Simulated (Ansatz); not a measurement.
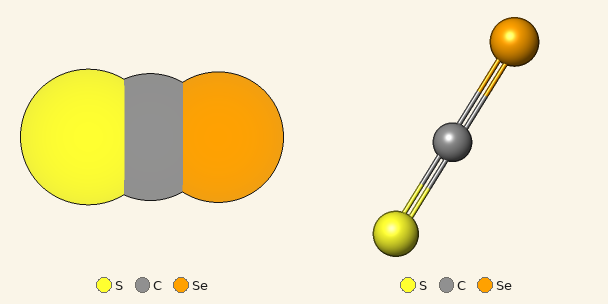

The same structure drawn twice, from different directions.

The computed structure is the end point of a PBE0-D4/def2-TZVP optimisation.

Question: Count the atoms of each element.

Answer: CSSe, 3 atoms: 1 carbon, 1 sulfur and 1 selenium.

Question: Give a SMILES string for it.

Answer: S=C=[Se]

The parts below concern this one geometry. Atoms keep their numbers from picture to picture.

**Shape**

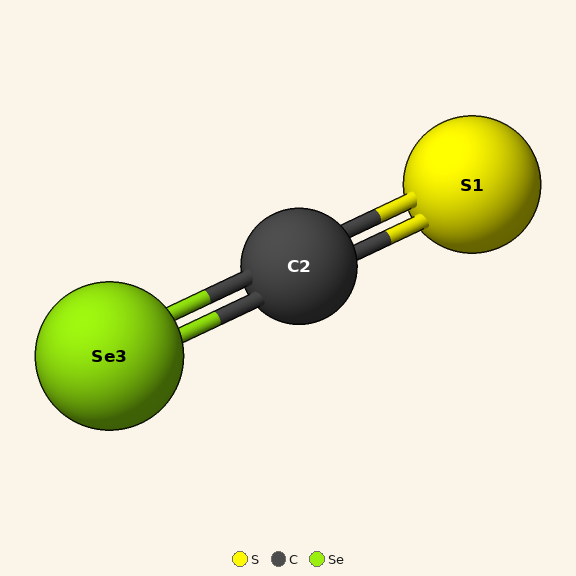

Numbered structure.

Give the bond lengths.

| bond | length (Å) | order |
| --- | --- | --- |
| S1–C2 | 1.545 | double |
| C2–Se3 | 1.692 | double |

**Vibrations**

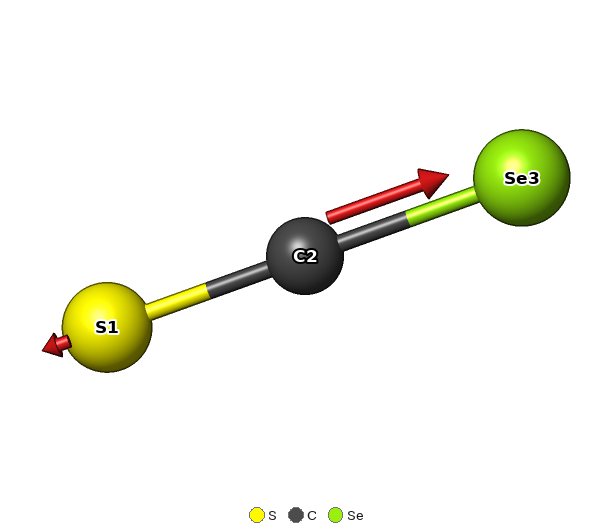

The arrows show one normal mode. Harmonic vibrations computed with RKS PBE0-D4/def2-TZVP (Ansatz 0.2.0) at a stationary point of the same level.

Question: Estimate its harmonic wavenumber.

Answer: 1497 cm⁻¹; it is mode 4 of 4 counted from the lowest.

**Levels of theory compared**

Program: Ansatz 0.2.0.

Tabulate dipole (D), HOMO–LUMO gap (eV), HOMO energy (eV) at these levels: B3LYP-D4/def2-TZVPP; PBE-D4/def2-TZVPP; r2SCAN-D4/def2-TZVPP; ωB97M-V/def2-TZVPP.

| level | dipole (D) | HOMO–LUMO gap (eV) | HOMO energy (eV) |
| --- | --- | --- | --- |
| B3LYP-D4/def2-TZVPP | 0.02 | 4.99 | −7.26 |
| PBE-D4/def2-TZVPP | 0.05 | 3.64 | −6.49 |
| r2SCAN-D4/def2-TZVPP | 0.00 | 3.98 | −6.76 |
| ωB97M-V/def2-TZVPP | 0.18 | 9.28 | −9.38 |

**Charges**

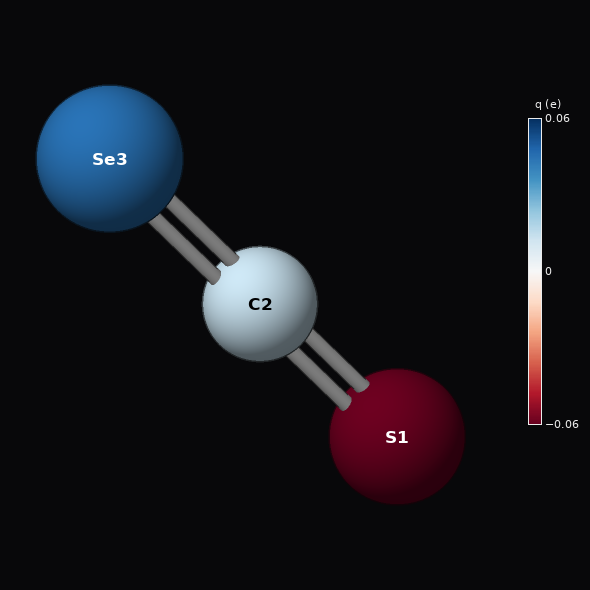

Atoms are coloured by their Mulliken charges. Level of theory: RKS PBE-D4/def2-TZVPP (Ansatz 0.2.0).

Give the Mulliken charges atom by atom.

```json
{"atom": "S1", "value (e)": "−0.06"}
{"atom": "C2", "value (e)": "0.01"}
{"atom": "Se3", "value (e)": "0.05"}
```

**Thermal motion**

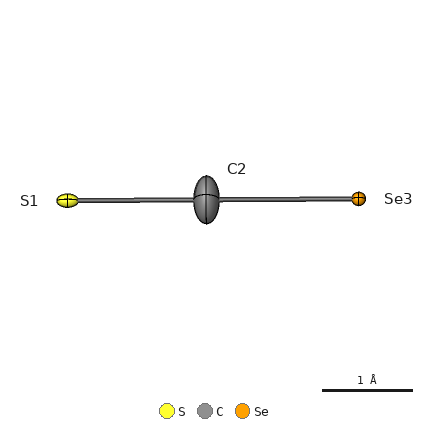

Displacement ellipsoids at the 50 % level, enlarged 3 times, from the internal vibrations of the free molecule (harmonic, no overall translation or rotation; no half-axis is drawn under 0.075 Å). Vibrations computed with RKS PBE0-D4/def2-TZVP (Ansatz 0.2.0). Temperature: 100 K.

Question: Which atom moves most?

Answer: C2, with U_eq = 0.0026 Å².

List U_eq and the three principal root-mean-square amplitudes for each kind of atom.

```
atom  U_eq (Å²)   rms amplitudes (Å)
  S1    0.00030  0.011, 0.011, 0.026
  C2     0.0026  0.030, 0.058, 0.058
 Se3    0.00006  0.004, 0.004, 0.012
```

Mulliken values depend strongly on the basis set and can even reverse the polarity of a bond.
